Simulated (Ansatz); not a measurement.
Take AgI in the wurtzite structure (space group P6_3mc, No. 186; a = 4.685 Å, c = 7.662 Å) as the base.

One thing is altered: a hydrostatic pressure of 0.7 GPa.

The values are results of PBE/PAW in Ansatz (a first-principles code), scalar-relativistic without spin-orbit coupling, not measurements.

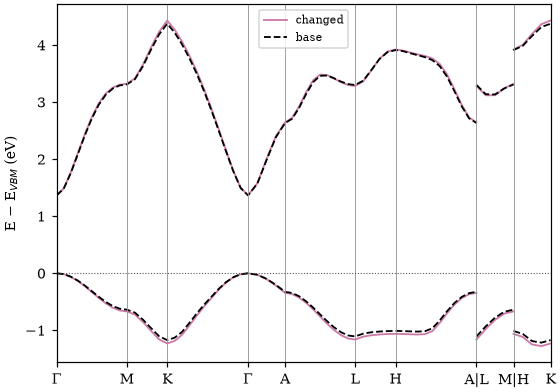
Highest valence and lowest conduction band along the path, each from its own valence-band maximum

Q: Read the changed gap and its character from the plot.

A: About 1.4 eV, direct at Γ.

Spin-orbit coupling, missing from the scalar runs, can matter with I. Load acts through the strain it causes; cell and atoms are relaxed under it. Stability against distortions was not tested.
